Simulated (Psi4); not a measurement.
# Two attempts at BNH3S (SMILES N[B]S)

Aim: the energy of BNH3S at CASSCF(5,5)/6-31G* (DKH2, density fitting, density fitting for correlation, Cartesian functions, nat orbs yes).

The calculation is run with Psi4 1.11.

1 further run of the same task is left out (set aside as unsound or not needed).

### Step 1. Starting point

BNH3S: 6 atoms, total charge 0, spin state doublet. SMILES: `N[B]S`. The shape is that of a PBE0-D4/def2-TZVP (4 decimals) optimisation. This is a higher conformer, about 7 kJ/mol above the lowest found by a separate search.

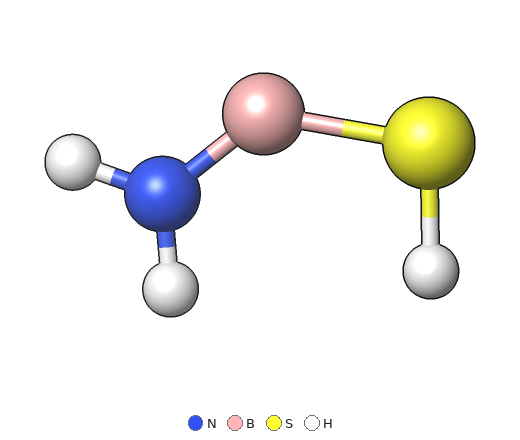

Viewed from a chosen angle; nitrogen blue, boron pink, sulfur yellow, hydrogen white.

### Step 2. The input as first written

The input, bh3ns.sdf:

```

     RDKit          3D

  6  5  0  0  0  0  0  0  0  0999 V2000
   -0.6212    0.0830   -0.7567 N   0  0  0  0  0  0  0  0  0  0  0  0
   -0.5384   -0.4455    0.5157 B   0  0  0  0  0  2  0  0  0  0  0  0
    0.7811   -0.4752    1.7092 S   0  0  0  0  0  0  0  0  0  0  0  0
   -1.4542    0.0160   -1.3156 H   0  0  0  0  0  0  0  0  0  0  0  0
    0.1355    0.5692   -1.2166 H   0  0  0  0  0  0  0  0  0  0  0  0
    1.7392    0.1885    1.0178 H   0  0  0  0  0  0  0  0  0  0  0  0
  2  1  1  0
  3  2  1  0
  4  1  1  0
  5  1  1  0
  6  3  1  0
M  RAD  1   2   2
M  END
$$$$
```

The input, run.py:

```python
import numpy as np
from ase.calculators.psi4 import Psi4
from ase.io import read

a = read('bh3ns.sdf')
calc = Psi4(atoms=a, method='casscf', basis='6-31G*', memory='1600MB', num_threads=1, charge=0, multiplicity=2, label='bh3ns', reference='rohf')
calc.psi4.set_options({'restricted_docc': [13], 'mcscf_type': 'df', 'mcscf_algorithm': 'ts', 'mcscf_maxiter': 3, 'active': [5], 'nat_orbs': True, 'mcscf_r_convergence': 0.0001, 'mcscf_e_convergence': 1e-06, 'relativistic': 'dkh', 'dkh_order': 2})
a.calc = calc

print(f'energy: {a.get_potential_energy():.6f} eV')
```

Launch:

```console
$ python run.py
```

bh3ns.dat:

```text
Relativistic analytic gradients are not implemented yet, re-routing to finite differences.

   => Loading Basis Set <=

    Name: 6-31G*
    Role: ORBITAL
    Keyword: BASIS

         ---------------------------------------------------------
                                   SCF
                             ROHF Reference
                        1 Threads,   1525 MiB Core
         ---------------------------------------------------------

  ==> Geometry <==

    Molecular point group: c1
    Full point group: C1

    Geometry (in Angstrom), charge = 0, multiplicity = 2:

       Center              X                  Y                   Z               Mass
    ------------   -----------------  -----------------  -----------------  -----------------
         N           -0.800693883998     0.385556107345    -1.559957002921    14.003074004430
         B           -0.717893883998    -0.142943892655    -0.287557002921    11.009305360000
         S            0.601606116002    -0.172643892655     0.905942997079    31.972071174400
         H           -1.633693883998     0.318556107345    -2.118857002921     1.007825032230
         H           -0.043993883998     0.871756107345    -2.019857002921     1.007825032230
         H            1.559706116002     0.491056107345     0.214542997079     1.007825032230

[... 92 lines left out ...]
                           Total Energy        Delta E     RMS |[F,P]|
[... 3 lines left out ...]
   @DF-ROHF iter   2:  -479.35275436646509   -7.54842e-02   2.40436e-03 DIIS
[... 2 lines left out ...]
   @DF-ROHF iter   5:  -479.36876369233892   -9.48918e-05   2.87123e-05 DIIS
[... 2 lines left out ...]
   @DF-ROHF iter   8:  -479.36877313353500   -7.57079e-08   7.12350e-07 DIIS
[... 2 lines left out ...]
   @DF-ROHF iter  11:  -479.36877313763023   -1.69393e-11   1.35993e-08 DIIS
[... 28 lines left out ...]
    Final Occupation by Irrep:
[... 11 lines left out ...]
    One-Electron Energy =                -822.2556310782637183
[... 16 lines left out ...]
 Dipole X            :         -0.5884153            0.5922205            0.0038052
[... 21 lines left out ...]
Warning: iopen=0,opentype!=closed. Making iopen=1
[... 42 lines left out ...]
   ==> Setting up CI strings <==

    There are 10 alpha and 10 beta strings
    The CI space requires 100 (1.00E+02) determinants and 1 blocks

   ==> Setting up DF-MCSCF integrals <==

  DFHelper Memory: AOs need 0.010 GiB; user supplied 1.192 GiB.
  SCF_SUBTYPE=INCORE selected. In-core MEM_DF algorithm will be used.
  Using in-core AOs.

  ==> MemDFJK: Density-Fitted J/K Matrices <==

    J tasked:                   Yes
    K tasked:                   Yes
    wK tasked:                   No
    Memory [MiB]:              1220
    Algorithm:                 Core
    Schwarz Cutoff:           1E-12
    Mask sparsity (%):       0.3967
    Fitting Condition:        1E-10

   => Auxiliary Basis Set <=

  Basis Set: (6-31G* AUX)
    Blend: CC-PVDZ-JKFIT
    Number of shells: 111
    Number of basis functions: 367
    Number of Cartesian functions: 367
    Spherical Harmonics?: false
    Max angular momentum: 3

  DFHelper Memory: AOs need 0.010 GiB; user supplied 1.192 GiB.
  SCF_SUBTYPE=INCORE selected. In-core MEM_DF algorithm will be used.
  Using in-core AOs.

   ==> Starting DF-MCSCF iterations <==

           Iter         Total Energy       Delta E   Orb RMS    CI RMS  NCI NORB
   @DF-MCSCF  1:   -479.372760690448   -3.9876e-03  6.76e-04  3.59e-13    1    1  Initial CI
   @DF-MCSCF  2:   -479.381625963356   -8.8653e-03  1.18e-03  3.24e-07    8    1  TS
   @DF-MCSCF  3:   -479.384299358260   -2.6734e-03  6.69e-04  7.70e-07    7    1  TS
   @DF-MCSCF Final Energy: -479.384299358260023
```

Standard output:

```text
Traceback (most recent call last):
  File "run.py", line 10, in <module>
    print(f'energy: {a.get_potential_energy():.6f} eV')
psi4.driver.p4util.exceptions.PsiException: MCSCF: Iterations did not converge!
```

Run time: 1.8 s. Hardware: 1 thread of Intel Xeon 6975P-C (Granite Rapids), shared host; peak memory 0.22 GiB.

### Step 3. Diagnosis

The run stopped without converging.

The telling line is `psi4.driver.p4util.exceptions.PsiException: MCSCF: Iterations did not converge`. The cause is that the iteration cap is too low for convergence. To mend it: mcscf maxiter 40 in place of 3.

### Step 4. Try two

bh3ns.sdf is that of step 2.

The input, run_ase.py:

```python
import numpy as np
from ase.calculators.psi4 import Psi4
from ase.io import read

a = read('bh3ns.sdf')
calc = Psi4(atoms=a, method='casscf', basis='6-31G*', memory='1600MB', num_threads=1, charge=0, multiplicity=2, label='calc', reference='rohf')
calc.psi4.set_options({'restricted_docc': [13], 'mcscf_type': 'df', 'mcscf_algorithm': 'ts', 'mcscf_maxiter': 40, 'active': [5], 'nat_orbs': True, 'mcscf_r_convergence': 0.0001, 'mcscf_e_convergence': 1e-06, 'relativistic': 'dkh', 'dkh_order': 2})
a.calc = calc

print(f'energy: {a.get_potential_energy():.6f} eV')
```

Launch:

```console
$ python run_ase.py
```

calc.dat:

```text
[...]
  Running in c1 symmetry.
[...]
  Nuclear repulsion =   81.705212903495422
[...]
  Multiplicity = 2
[...]
  Nalpha       = 16
  Nbeta        = 15
[...]
    Number of basis functions: 55
[...]
   @DF-ROHF iter   1:  -479.27727017515406   -5.41567e-01   5.09219e-03 DIIS
[...]
   @DF-ROHF iter  12:  -479.36877313763182   -1.59162e-12   3.46113e-09 DIIS
[...]
    Orbital Energies [Eh]
    ---------------------
    Doubly Occupied:
       1A    -92.234477     2A    -15.581550     3A     -9.001681
       4A     -7.628363     5A     -6.641431     6A     -6.639381
       7A     -6.637981     8A     -1.172811     9A     -0.975706
      10A     -0.698196    11A     -0.686475    12A     -0.580846
      13A     -0.463383    14A     -0.461679    15A     -0.371249
    Singly Occupied:
      16A     -0.088522
[...]
Warning: iopen=0,opentype!=closed. Making iopen=1
[...]
   @DF-MCSCF Final Energy: -479.387843754163214
[...]
    Warning: Norm of correction (root 0) is < 1.0E-13
   @CI  1:     0   -479.387843754163   -8.8818E-16   1.8960E-13 c
   ==> Energetics <==
    SCF energy =         -479.368773137631763
    Total MCSCF energy = -479.387843754163214
[...]
 Multipole Moments:
 ------------------------------------------------------------------------------------
     Multipole            Electronic (a.u.)      Nuclear  (a.u.)        Total (a.u.)
 ------------------------------------------------------------------------------------
 L = 1.  Multiply by 2.5417464519 to convert [e a0] to [Debye]
 Dipole X            :         -0.5916004            0.5922205            0.0006201
 Dipole Y            :         -1.2330810            1.7068750            0.4737940
 Dipole Z            :          2.2990685           -3.3761225           -1.0770540
 Magnitude           :                                                    1.1766590
[...]
```

On the terminal:

```text
energy: -13044.807672 eV
```

Run time: 2 s. Hardware: 1 thread of Intel Xeon 6975P-C (Granite Rapids), shared host; peak memory 0.22 GiB.

### Step 5. Results

At CASSCF(5,5)/6-31G* (DKH2, density fitting, density fitting for correlation, Cartesian functions, nat orbs yes):

```
                          quantity          value
                      total energy  -479.38784 Eh
dipole moment (correlated density)         2.99 D
```
